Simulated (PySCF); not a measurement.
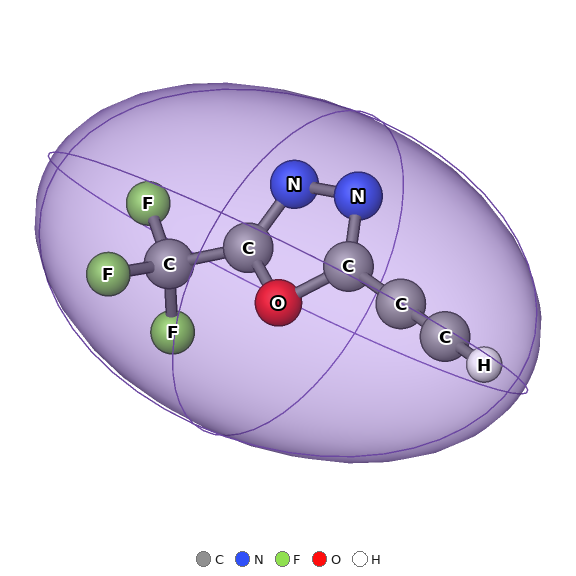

The ellipsoid shows the static dipole polarisability: its half-axes are proportional to the principal values. The geometry was computed by an optimisation with GFN2-xTB. No frequency run is at hand to confirm it as a minimum. Level of theory: CAM-B3LYP/def2-SVPD (PySCF 2.14.0).

> Give the principal values, the mean and the anisotropy.

Principal values 48.6, 64.4, 118.2 bohr³; mean 77.0 bohr³ (11.42 Å³); anisotropy 63.2 bohr³, so the longest axis is 2.43 times the shortest.
